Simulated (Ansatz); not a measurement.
Starting cell, SrO (rock salt):

```
SrO
1.0
    0.00000     5.19500     5.19500
    2.59750     0.00000     2.59750
    2.59750     2.59750     0.00000
O Sr
2 2
Cartesian
  0.00000   0.00000   0.00000
  2.59750   5.19500   2.59750
  2.59750   2.59750   2.59750
  2.59750   5.19500   5.19500
```

A phonon eigenvector at L = (0.5, 0.0, 0.0) is frozen into this cell: atom i moves by Q times the vector below, so Q is the largest atomic displacement, in Å. The cell is held. (q is in reciprocal vectors of the primitive cell; the cell shown is doubled to hold the pattern.)

```json
[
 {"atom": "O1", "x": "-0.577", "y": "0.577", "z": "0.577"},
 {"atom": "O2", "x": "0.577", "y": "-0.577", "z": "-0.577"}
]
```

Atoms not listed stay in place.

Level of theory: PBE (plane waves to 420 eV, PAW, scalar-relativistic; Ansatz, a quantum-chemistry and plane-wave program). k mesh 11×11×11 (Γ-centred), Fermi-Dirac smearing 0.05 eV. Energies are smeared free energies. SrO was relaxed with its symmetry unable to fall. The zero of ΔE is the undisplaced structure.

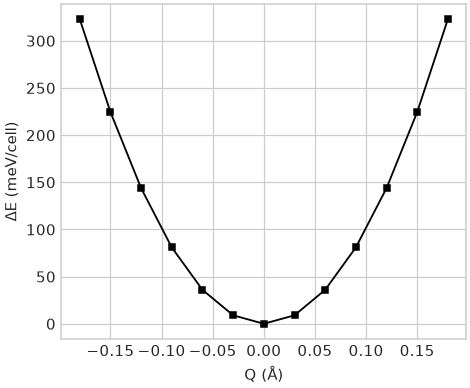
*ΔE (meV/cell) against Q (Å); one marker a computed point.*

Question: What is the energy change at Q = 0.180 Å?

Answer: About 320 meV/cell.

Question: What harmonic wavenumber does the curvature at Q = 0 give?

Answer: About 410 cm⁻¹.

(A displaced cell: forces are minus the slopes of the energy, force constants its curvatures, and phonons follow from these.)
